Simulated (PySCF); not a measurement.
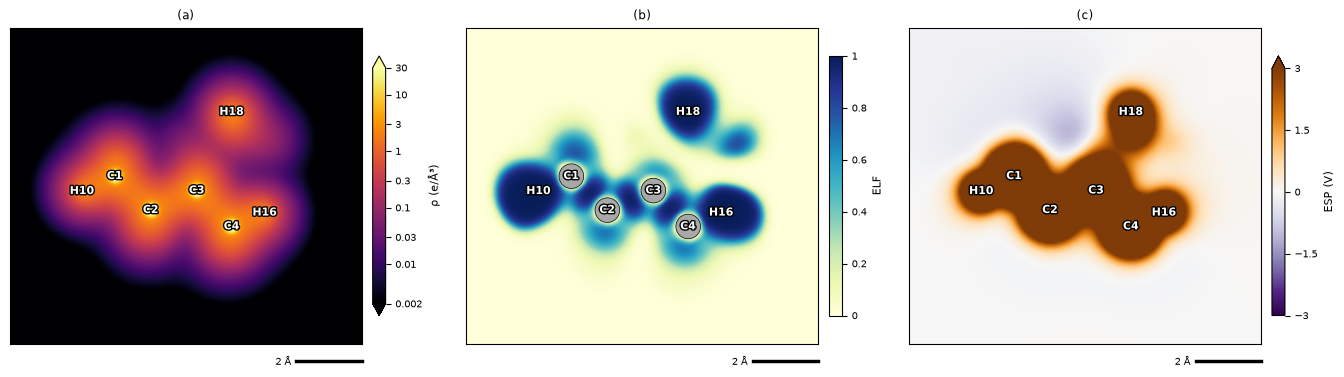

C6H15N (SMILES CC[C@H](C)N(C)C). (a) electron density; (b) ELF; (c) electrostatic potential on the plane of atoms C2, C3 and C4. Grey discs cover the atomic cores in the ELF map.

Geometry: PBE0-D3(BJ)/def2-SVP.

Computed with wB97X-D/def2-SVPD, SCF density, gas phase (PySCF).

```xyz
22

C     2.0637   -1.1806    0.4552
C     1.5126    0.2206    0.6510
C     0.3083    0.5362   -0.2394
C    -0.1361    1.9911   -0.0730
N    -0.7566   -0.4462   -0.0657
C    -1.6492   -0.5576   -1.1863
C    -1.4556   -0.3977    1.1914
H     2.4425   -1.3175   -0.5707
H     1.2739   -1.9293    0.6124
H     2.8921   -1.3912    1.1481
H     1.2382    0.3760    1.7095
H     2.2927    0.9717    0.4409
H     0.6469    0.4080   -1.2836
H     0.6681    2.6796   -0.3719
H    -0.3909    2.2174    0.9746
H    -1.0171    2.2200   -0.6922
H    -2.3140    0.3245   -1.3336
H    -1.0762   -0.7028   -2.1152
H    -2.3035   -1.4352   -1.0578
H    -2.0626   -1.3094    1.3133
H    -2.1433    0.4709    1.2974
H    -0.7454   -0.3657    2.0305
```

### Describe what can be read from this map.

- The plane passes through C and H nuclei.
- C–C (1.52 Å): ρ is about 1.7 e/Å³ halfway; the ELF peaks at about 0.95 between the atoms (localised, covalent bonding).
- C–H (1.10 Å): ρ at the midpoint is about 1.9 e/Å³; the ELF climbs to about 1 towards the hydrogen, as it does in any bond to H; a covalent bond by its length.
- Outside the dense part of the molecule the potential is most negative (−1.0 V) near N5, which lies off the plane.
